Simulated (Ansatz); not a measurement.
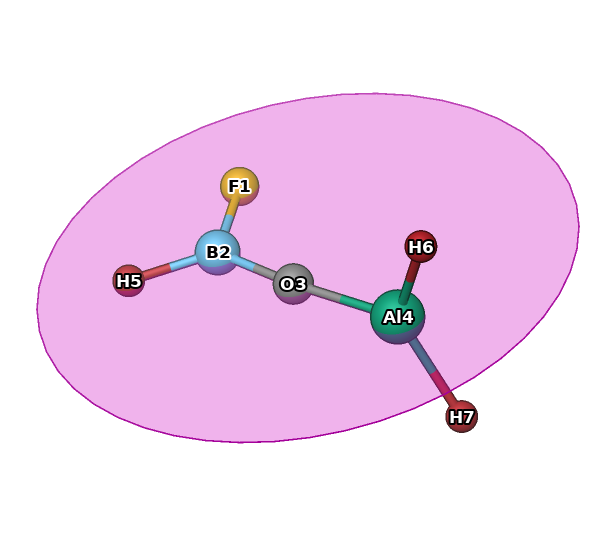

A disc through the centre of mass is drawn in. Atoms fade into the background with distance from the viewer. The computed structure is the end point of a PBE0-D4/def2-TZVP optimisation. No frequency run is at hand to confirm it as a minimum.

Is the plane of the disc a mirror plane of the structure?

Yes. The reflection leaves F1, B2, O3, Al4, H5 in place and moves H6 ↔ H7. The point group is Cs.
